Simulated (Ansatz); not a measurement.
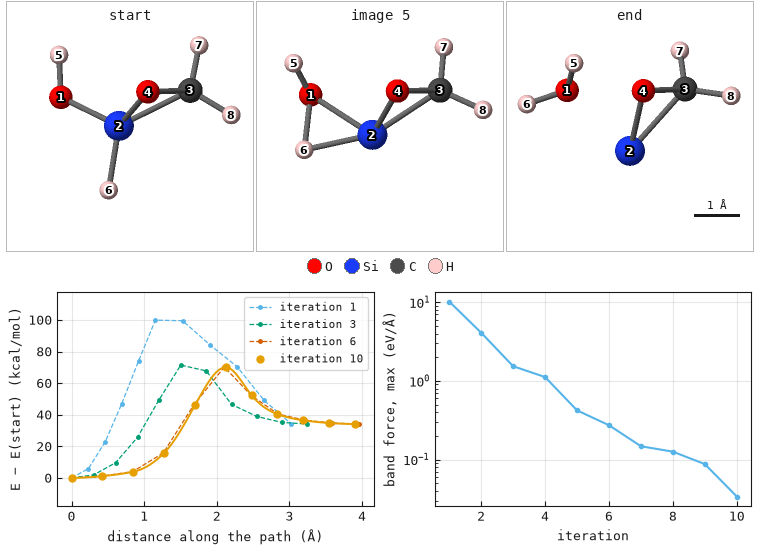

NEB run on CH4O2Si. Images are numbered from 0 (start) to 10 (end). The plot follows the band through its iterations. Style: ball-and-stick. Shown at a tilt.

Theory: RKS PBE0-D4/def2-SVP in Ansatz 0.2.0. Set-up: 9 movable images; climbing image; force threshold 0.05 eV/Å; iteration limit 60; starting path through a guess of the saddle point.

Judge this run.

The result is final at these settings. The band converged in 10 iterations. The largest component of the band force went from 10 to 0.034 eV/Å. The climbing image converged on the top of the path. Its vibrational analysis gives one imaginary mode (1491i cm⁻¹), as a transition state must have. The first iteration put the highest image at 99.9 kcal/mol. The energy climbs by 70.0 kcal/mol to image 5 and then falls by 35.9 kcal/mol, so the end point sits at +34.1 kcal/mol.

Cost: 3.5 min on 1 thread of Intel(R) Xeon(R) Platinum 8488C (Sapphire Rapids), on a shared host, peak memory 0.25 GiB.
